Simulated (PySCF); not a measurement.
**BHSBrCl (SMILES SB(Cl)Br) at 5 levels**

Aim: a comparison of 5 runs (HF/3-21G, PBE0/6-31G, B3LYP/6-31G*, PBE/aug-cc-pVDZ, PBE0/def2-SVPD) of BHSBrCl. The job is set up through a Python script.

Program for the calculation: PySCF 2.14.0.

### Step 1. Starting point

BHSBrCl: 5 atoms, total charge 0, spin state singlet. As SMILES, `SB(Cl)Br`. The shape is that of a PBE0-D4/def2-TZVP optimisation. This is one conformer, not always the lowest.

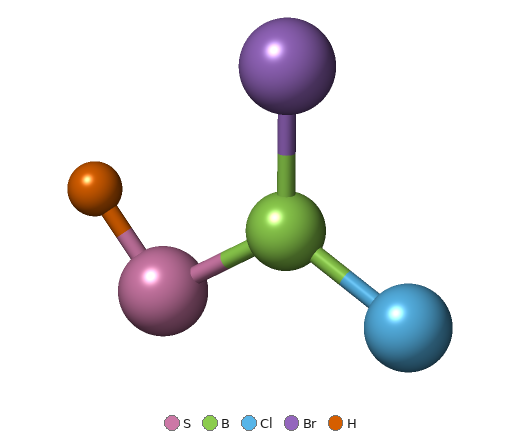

Viewed from a chosen angle; sulfur pink, boron green, chlorine blue, bromine purple, hydrogen orange.

### Step 2. Energy and gradient at HF/3-21G (run 1)

File job.py:

```python
import pyscf.grad
from pyscf import gto, scf

system = gto.M(
    atom='''
S      0.635515     2.535635     0.622665
B      0.266829    -0.802945     0.333915
Cl     1.895773    -2.712513     2.467982
Br    -1.818672    -2.324363    -2.193594
H     -0.885337     3.164913    -1.309391
''',
    max_memory=1860,
    basis='3-21g',
    unit='bohr',
    charge=0,
    verbose=4,
)

calc0 = scf.RHF(system)
calc0.conv_tol = 1e-10
calc0.kernel()
if not calc0.converged:
    calc0 = calc0.newton().run(calc0.mo_coeff, calc0.mo_occ)

etot = calc0.e_tot
print('Final energy', etot)
grad = calc0.Gradients().kernel()
calc0.analyze()
```

Started as:

```bash
$ OMP_NUM_THREADS=1 python job.py
```

What it wrote:

```text
PySCF version 2.14.0

[... 73 lines left out ...]
Total Energy =                       -3438.110168452668859
[... 9 lines left out ...]
MO #3   energy= -91.348075667135   occ= 2
[... 7 lines left out ...]
MO #11  energy= -7.98770991619782  occ= 2
[... 7 lines left out ...]
MO #19  energy= -6.62472938841594  occ= 2
[... 7 lines left out ...]
MO #27  energy= -1.0630947723198   occ= 2
[... 7 lines left out ...]
MO #35  energy= -0.451899914598594 occ= 2
[... 7 lines left out ...]
MO #43  energy= 0.599885009397435  occ= 0
[... 7 lines left out ...]
MO #51  energy= 0.80557784739743   occ= 0
[... 7 lines left out ...]
MO #59  energy= 1.21128137125646   occ= 0
[... 67 lines left out ...]
Dipole moment(X, Y, Z, Debye): -1.03755,  1.00616, -1.34810
```

Run time: 5.4 s. Hardware: 1 thread of Intel Xeon at 2.50GHz (Skylake/Cascade Lake), shared host; peak memory 0.13 GiB.

### Step 3. Energy and forces at PBE0/6-31G (run 2)

File job.py:

```python
from pyscf import gto, dft

system = gto.M(
    atom='''
S    0.336300   1.341800   0.329500
B    0.141200  -0.424900   0.176700
Cl   1.003200  -1.435400   1.306000
Br  -0.962400  -1.230000  -1.160800
H   -0.468500   1.674800  -0.692900
''',
    basis='6-31g',
    verbose=3,
    max_memory=1860,
)

mf = dft.RKS(system, xc='pbe0')
mf.conv_tol = 1e-10
mf.grids.level = 5
mf.kernel()
if not mf.converged:
    mf = mf.newton().run(mf.mo_coeff, mf.mo_occ)

energy = mf.e_tot
print(f'total energy: {energy:.8f} hartree')
grad = mf.nuc_grad_method().kernel()
mf.analyze()
```

Started as:

```bash
$ OMP_NUM_THREADS=1 python job.py
```

What it wrote:

```text
converged SCF energy = -3457.00933444409
total energy: -3457.00933444 hartree
[... 16 lines left out ...]
MO #8   energy= -9.55520207949167  occ= 2
[... 7 lines left out ...]
MO #16  energy= -6.57120901269961  occ= 2
[... 7 lines left out ...]
MO #24  energy= -2.6303240505421   occ= 2
[... 7 lines left out ...]
MO #32  energy= -0.408091497416837 occ= 2
[... 7 lines left out ...]
MO #40  energy= 0.0490248934262532 occ= 0
[... 7 lines left out ...]
MO #48  energy= 0.376569128687961  occ= 0
[... 7 lines left out ...]
MO #56  energy= 0.596824818514407  occ= 0
[... 7 lines left out ...]
MO #64  energy= 3.92517272789022   occ= 0
[... 6 lines left out ...]
Dipole moment(X, Y, Z, Debye): -0.79338,  1.12228, -1.04891
```

Wall time 45 s (1 thread of Intel Xeon at 2.50GHz (Skylake/Cascade Lake), shared host); peak memory 0.64 GiB.

### Step 4. Energy and forces at B3LYP/6-31G(d) (spherical functions) (run 3)

File input.py:

```python
# SB(Cl)Br
import pyscf.grad
from pyscf import gto, dft

mol = gto.M(
    atom='''
S    0.336300   1.341800   0.329500
B    0.141200  -0.424900   0.176700
Cl   1.003200  -1.435400   1.306000
Br  -0.962400  -1.230000  -1.160800
H   -0.468500   1.674800  -0.692900
''',
    charge=0,
    basis='6-31g*',
    verbose=4,
    max_memory=1860,
)

mf = dft.RKS(mol)
mf.xc = 'b3lyp'
mf.grids.level = 5
mf.conv_tol = 1e-10
mf.kernel()
if not mf.converged:
    mf = mf.newton().run(mf.mo_coeff, mf.mo_occ)

e_tot = mf.e_tot
print('Final energy', e_tot)
grad = mf.Gradients().kernel()
mf.analyze()
```

Started as:

```bash
$ OMP_NUM_THREADS=1 python input.py
```

What it wrote:

```text
PySCF version 2.14.0

[... 89 lines left out ...]
Nuclear Repulsion Energy =             352.522016464874355
[... 12 lines left out ...]
MO #7   energy= -56.3435339439968  occ= 2
[... 10 lines left out ...]
MO #18  energy= -5.93188547434654  occ= 2
[... 10 lines left out ...]
MO #29  energy= -0.520252594679016 occ= 2
[... 10 lines left out ...]
MO #40  energy= 0.0473024670530986 occ= 0
[... 10 lines left out ...]
MO #51  energy= 0.36299225099029   occ= 0
[... 10 lines left out ...]
MO #62  energy= 0.695452332815583  occ= 0
[... 10 lines left out ...]
MO #73  energy= 1.10615978687911   occ= 0
[... 10 lines left out ...]
MO #84  energy= 4.94566839041065   occ= 0
[... 92 lines left out ...]
Dipole moment(X, Y, Z, Debye): -0.49692,  1.01336, -0.67294
```

Wall time 66 s (1 thread of Intel Xeon at 2.50GHz (Skylake/Cascade Lake), shared host); peak memory 0.82 GiB.

Run 4 isn't shown in full; the table further down has it.

### Step 5. Energy and gradient at PBE0/def2-SVPD (run 5)

File input.py:

```python
import pyscf.grad
from pyscf import gto, dft

mol = gto.Mole()
mol.atom = [
    ('S', (0.336300, 1.341800, 0.329500)),
    ('B', (0.141200, -0.424900, 0.176700)),
    ('Cl', (1.003200, -1.435400, 1.306000)),
    ('Br', (-0.962400, -1.230000, -1.160800)),
    ('H', (-0.468500, 1.674800, -0.692900)),
]
mol.verbose = 3
mol.max_memory = 1860
mol.basis = 'def2-svpd'
mol.spin = 0
mol.build()

ks = dft.RKS(mol)
ks.xc = 'pbe0'
ks.conv_tol = 1e-10
ks.grids.level = 5
ks.kernel()
if not ks.converged:
    ks = ks.newton().run(ks.mo_coeff, ks.mo_occ)

energy = ks.e_tot
print('Final energy', energy)
grad = ks.Gradients().kernel()
ks.analyze()
```

Started as:

```bash
$ OMP_NUM_THREADS=1 python input.py
```

What it wrote:

```text
converged SCF energy = -3456.90420946902
[... 12 lines left out ...]
MO #3   energy= -89.0474150698266  occ= 2
[... 14 lines left out ...]
MO #18  energy= -5.98630484026872  occ= 2
[... 14 lines left out ...]
MO #33  energy= -0.395425735578801 occ= 2
[... 14 lines left out ...]
MO #48  energy= 0.0923448076145117 occ= 0
[... 14 lines left out ...]
MO #63  energy= 0.258351046015666  occ= 0
[... 14 lines left out ...]
MO #78  energy= 0.419537595670817  occ= 0
[... 14 lines left out ...]
MO #93  energy= 0.85165373221575   occ= 0
[... 14 lines left out ...]
MO #108 energy= 1.26481048349274   occ= 0
[... 14 lines left out ...]
MO #123 energy= 3.78405243609478   occ= 0
[... 6 lines left out ...]
Dipole moment(X, Y, Z, Debye): -0.43285,  0.96057, -0.59018
```

It took 82 s on 1 thread of Intel Xeon at 2.50GHz (Skylake/Cascade Lake), shared host; peak memory 1.3 GiB.

### Step 6. All runs side by side

| run | level | integration grid | energy (Eh) | dipole moment (D) | HOMO energy (eV) | LUMO energy (eV) | wall time |
| --- | --- | --- | --- | --- | --- | --- | --- |
| 1 | HF/3-21G | – | -3438.110168 | 1.98 | -11.31 | 1.94 | 5.4 s |
| 2 | PBE0/6-31G | 5 | -3457.009334 | 1.73 | -8.48 | -1.57 | 45 s |
| 3 | B3LYP/6-31G* (spherical functions) | 5 | -3457.810282 | 1.31 | -8.00 | -1.52 | 66 s |
| 4 | PBE/aug-cc-pVDZ | 5 | -3457.309223 | 1.15 | -7.14 | -2.39 | 1.9 min |
| 5 | PBE0/def2-SVPD | 5 | -3456.904209 | 1.21 | -8.38 | -1.61 | 82 s |

### Step 7. Outcome

```
                       quantity           value
            run 5: total energy  -3456.90421 Eh
           run 5: dipole moment          1.21 D
             run 5: HOMO energy        -8.38 eV
             run 5: LUMO energy        -1.61 eV
           run 5: HOMO–LUMO gap         6.77 eV
run 5: largest force on an atom      0.253 eV/Å
```

What this shows: The dipole moment (its size) runs from 1.15 D (PBE/aug-cc-pVDZ) to 1.98 D (HF/3-21G). The two ends differ in method and basis. The HOMO–LUMO gap runs from 4.76 eV (PBE/aug-cc-pVDZ) to 13.25 eV (HF/3-21G). Totals of different functionals can't be ranked against each other. All runs together took 5.2 min, the longest 1.9 min.
